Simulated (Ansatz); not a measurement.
System: H$_{7}$NO$_{2}$Si$_{2}$ (SMILES N[SiH](O)[SiH2]O).

Input file:

```
crystal:
  periodic: [false, false, false]
  atoms:
    - {symbol: N, position_ang: [-0.358048, -1.318013, 1.498090]}
    - {symbol: Si, position_ang: [0.568475, -0.391414, 0.404483]}
    - {symbol: O, position_ang: [0.984458, 1.151828, 0.878693]}
    - {symbol: Si, position_ang: [-0.658096, 0.181968, -1.510447]}
    - {symbol: O, position_ang: [-0.290134, 1.756012, -1.860749]}
    - {symbol: H, position_ang: [-1.325564, -1.126615, 1.695983]}
    - {symbol: H, position_ang: [0.051874, -1.949870, 2.164447]}
    - {symbol: H, position_ang: [1.816691, -1.183998, 0.220320]}
    - {symbol: H, position_ang: [1.581066, 1.259471, 1.621588]}
    - {symbol: H, position_ang: [-0.339019, -0.662843, -2.692129]}
    - {symbol: H, position_ang: [-2.119381, 0.023346, -1.244062]}
    - {symbol: H, position_ang: [0.164676, 2.204928, -1.142218]}
basis:
  gaussian: {orbitals: def2-TZVPP}
hamiltonian: {xc: pbe0, dispersion: d4}
output: {orbitals: {seedname: orbitals}}
```

Run with:

```sh
ansatz run in.yaml --threads 4 --pin off --events-out ev --progress --plain --max-ram 10444MiB
```

Geometry: PBE0-D4/def2-TZVP.

Theory: Ansatz 0.2.0, RKS PBE0-D4/def2-TZVPP.

> What will maps of the electron density and electron localisation function show?

Si–O (1.65 Å): ρ is about 1.2 e/Å³ halfway; the ELF peaks at about 0.85 between the atoms: a polar covalent bond.
Si–Si (2.35 Å): ρ is about 0.67 e/Å³ halfway; the ELF peaks at about 1 between the atoms; a shared electron pair.
O–H (0.96 Å): ρ at the midpoint is about 3.8 e/Å³; the ELF climbs to about 1 towards the hydrogen, as it does in any bond to H; an ordinary covalent bond to hydrogen.

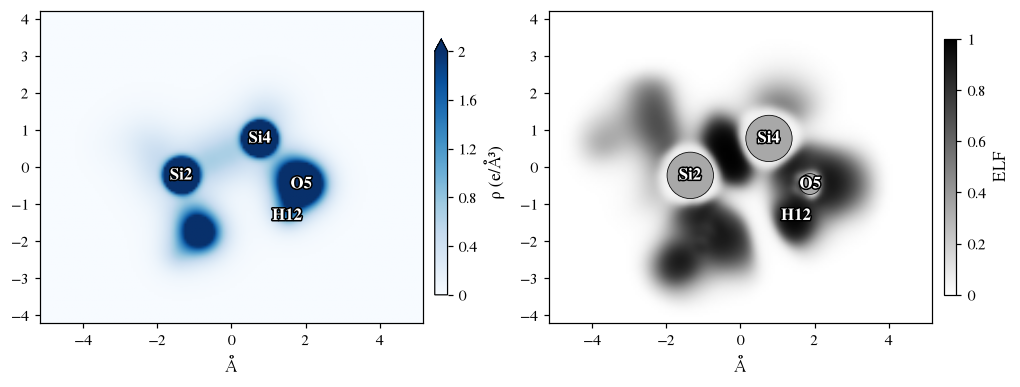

Computed electron density and electron localisation function on the plane of atoms Si2, Si4 and O5, in this order. Grey discs cover the atomic cores in the ELF map. 
